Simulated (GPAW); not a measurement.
Consider Al2O3 (Corundum, R-3c).

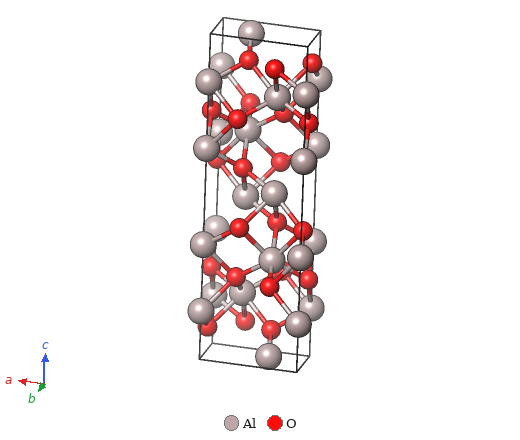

The structure (aluminium light grey, oxygen red). Some periodic images of atoms are drawn too.

```
Al O
1.0
     2.38025    1.37424    4.33187
    -2.38025    1.37424    4.33187
     0.00000   -2.74848    4.33187
Al O
4 6
Direct
  0.85216 0.85216 0.85216
  0.64784 0.64784 0.64784
  0.14784 0.14784 0.14784
  0.35216 0.35216 0.35216
  0.05668 0.75000 0.44332
  0.75000 0.44332 0.05668
  0.44332 0.05668 0.75000
  0.94332 0.25000 0.55668
  0.25000 0.55668 0.94332
  0.55668 0.94332 0.25000
```

Absorber: atom 1, with 3 O at 1.85 Å and 3 O at 1.97 Å (distorted octahedral, site symmetry 3). Method: GPAW, revPBE, full core hole (charged cell), 10-atom cell with 4.8 Å between holes, 7×7×7 k points, dipole transitions, Gaussian full width 0.9 eV up to 4 eV, rising linearly to 3.5 eV at 25 eV.

**Question.** Predict the near-edge structure at the Al K edge.

Main maxima up to 24 eV above the zero (height): 4.2 eV (3.46), 8.6 eV (1.88) and 12.1 eV (0.72). A K edge sees empty p states on the absorber. The total-energy difference plus the lowest empty eigenvalue puts the zero at 1575.17 eV. One term is added: -13.99 eV, since the hole is spin-paired here and a spin-polarised one costs that much less in the free atom (computed apart). The photon energy is then 1561.18 eV. The tabulated edge of the element is 1559 eV. The functional and the charged cell's background leave an error of a few eV in such absolute values.

The Al K spectrum (energy from the lowest empty level; intensity scaled to a mean of 1 over the first 20 eV; polarised curves are means over the symmetry-equivalent atoms):

```
E (eV)  isotropic  ε ⊥ c  ε ∥ c
  -2.0       0.00   0.00   0.00
  -0.5       0.00   0.00   0.00
   1.0       0.01   0.01   0.02
   2.5       0.08   0.05   0.14
   4.0       3.37   2.81   4.50
   5.5       2.11   2.37   1.59
   7.0       1.50   1.63   1.25
   8.5       1.88   1.90   1.83
  10.0       0.86   0.80   0.97
  11.5       0.68   0.88   0.28
  13.0       0.64   0.79   0.34
  14.5       0.59   0.61   0.56
  16.0       0.60   0.53   0.74
  17.5       0.53   0.44   0.70
  19.0       0.46   0.39   0.61
  20.5       0.43   0.40   0.49
  22.0       0.45   0.45   0.45
  23.5       0.48   0.49   0.45
  25.0       0.45   0.49   0.39
  26.5       0.43   0.48   0.33
```

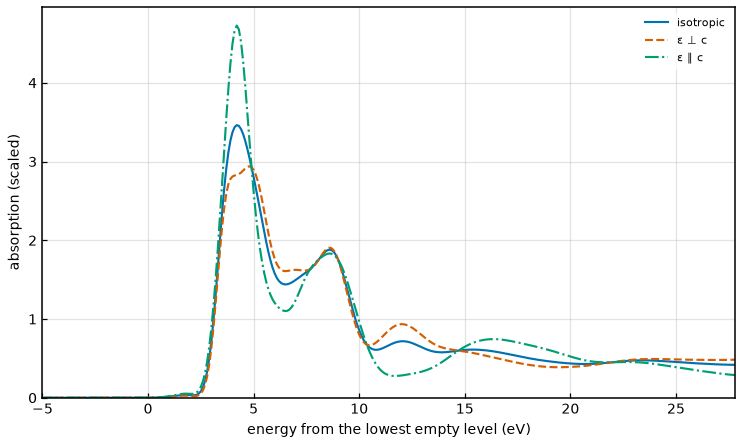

The Al K edge.

The holes are only 4.8 Å apart, so the shape is probably not converged with cell size; no larger cell was run here. The mesh is coarse (0.26 Å⁻¹ between points), so small maxima may be mesh ripples. Lifetime broadening is put in by hand, and intensities beyond about 20 eV depend on it and on the partial waves; weight that the partial waves miss at high energy is lost. The structure is a published determination, not relaxed.

[Banner, clock and machine lines of the logs are left out without a mark of their own.]

[Logs are printed without paths, hosts, clocks, repeated set-up lines and the standing remarks that a program may print on its own settings, such as how far it seeks lower states.]

[Hosts, paths, dates, database ids (printed as entryN), source tags and the programs' standing remarks are cut or masked in the printed files.]

[Lists of maxima count a maximum above −3 eV only where it reaches 4 % of the highest in the window and stands out from its surroundings by 2 % of it (1.5 % where it reaches 55 %); shoulders and weaker maxima are passed over, and of the rest the first, up to two pre-edge ones and the few strongest are named.]
